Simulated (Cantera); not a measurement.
Charge: 1 mol Pb, 0.062 mol O2, 9.3 mol H2, 0.38 mol CO2, at 0.133 bar.

Method: chemical equilibrium by Gibbs-energy minimisation in Cantera with the NASA 1993 tables (ideal gas, pure condensed phases). Candidate condensed phases: C, C6H6, C7H8, C8H18, H2O, Pb, PbO, PbO2, Pb3O4; 113 gas species. Equilibrium is a limit: real reactors are often held back by kinetics, nucleation or transport.

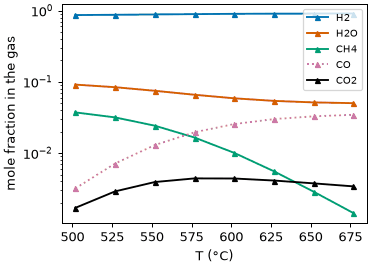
Equilibrium gas composition (values under 1e-9 drawn at 1e-9)

Question: Read off the mole fractions at 677 °C.

Answer: H2 about 0.91, H2O about 0.050, CO about 0.035, CO2 about 0.0034, CH4 about 0.0014.
